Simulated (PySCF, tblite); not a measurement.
# C₄H₉O₂PSi: geometry, infrared bands and NMR shifts

Wanted: the infrared bands and NMR shifts of C₄H₉O₂PSi (`CO[C@@H]1C(=O)C[Si@@H]1P`), by calculation.

Computed with tblite 0.8.0 and PySCF 2.14.0, with density-fitted response routines of our own, on a single molecule in the gas phase. Atoms count from 0, in the outputs and in this text.

## Step 1: Starting geometry

17 atoms, charge 0, multiplicity 1; geometry from: force field or distance geometry start.

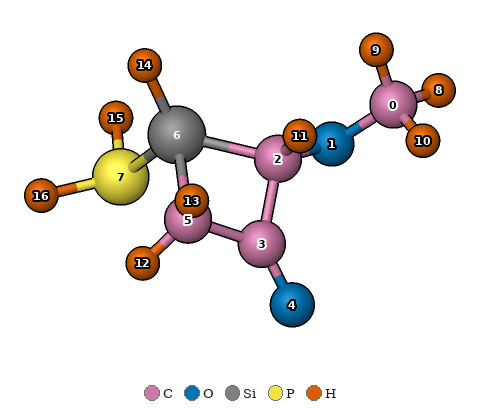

The starting geometry (carbon pink, oxygen blue, silicon grey, phosphorus yellow, hydrogen orange), atoms numbered; sticks join atoms by distance.

## Step 2: Geometry optimisation with GFN2-xTB

What the job is given:

```
{"job": {"kind": "relax", "xc": "GFN2-xTB", "basis": "xTB"}, "charge": 0, "multiplicity": 1}
C     -2.516500    -0.955100     0.067900
O     -1.204800    -0.903400    -0.392000
C     -0.566900     0.125800     0.268300
C     -0.036900     1.209500    -0.645300
O     -0.219700     1.596600    -1.766100
C      0.861400     1.611300     0.480300
Si     1.044600    -0.168900     1.051900
P      2.638600    -1.091300    -0.141500
H     -3.075300    -1.787400    -0.429100
H     -2.596700    -1.105600     1.155400
H     -3.072600    -0.014500    -0.175800
H     -1.291900     0.637600     0.961900
H      1.824000     1.962700     0.055500
H      0.425500     2.241100     1.264600
H      1.109300    -0.339800     2.495400
H      2.786800    -2.524100     0.107700
H      3.884000    -0.482400     0.280500
```

On the command line:

```sh
$ OMP_NUM_THREADS=1 python probes_run.py task.json out
```

One launch serves the whole session: the jobs run in the order shown.

**Question.** This job is followed by: GFN2-xTB harmonic vibrations, gas phase; GIAO PBE0/pcSseg-1 NMR shielding, non-relativistic, gas phase. Predict these results of the whole session: strongest single infrared mode (GFN2-xTB); zero-point energy (GFN2-xTB); 13C shifts against TMS (PBE0/pcSseg-1); 1H shifts against TMS (PBE0/pcSseg-1, means over atoms taken as alike); 17O shifts against H2O (PBE0/pcSseg-1); 29Si shifts against TMS (PBE0/pcSseg-1); 31P shifts against H3PO4 (PBE0/pcSseg-1); surface potential, least and greatest.

As calculated:

| quantity | value |
| --- | --- |
| strongest single infrared mode (GFN2-xTB) | 1793 cm⁻¹, 572 km/mol |
| zero-point energy (GFN2-xTB) | 75.1 kcal/mol |
| 13C shifts against TMS (PBE0/pcSseg-1) | 205.9, 94.3, 62.6, 43.5 ppm |
| 1H shifts against TMS (PBE0/pcSseg-1, means over atoms taken as alike) | 4.73, 3.99, 3.54, 3.21, 2.54, 1.46 ppm |
| 17O shifts against H2O (PBE0/pcSseg-1) | 667.6, 45.2 ppm |
| 29Si shifts against TMS (PBE0/pcSseg-1) | -50.3 ppm |
| 31P shifts against H3PO4 (PBE0/pcSseg-1) | -299.3 ppm |
| surface potential, least and greatest | -1.65 V and 1.33 V |

Over 181 steps the energy fell by 1.811 eV; of the close pairs, C2–Si6 changed most, 1.816 to 1.931 Å. All 45 modes are real, so the xTB geometry is a minimum. The strongest single mode, at 1793 cm⁻¹, moves mainly C3 and O4. Unscaled tight-binding wavenumbers are off by several per cent, some by more. Its intensities can rank the bands wrongly. The most deshielded carbon is C3 (ketone carbonyl carbon), at 205.9 ppm: the double bond to the heteroatom, with no lone-pair donor beside it, deshields it most. At PBE0/pcSseg-1: The largest span, 1167 ppm, is at O4, where the paramagnetic term is -730 ppm. By nearest atom (PBE0/pcSseg-1), the HOMO sits on O4 45 %; C2 12 % and the LUMO on C3 30 %; O4 23 %.
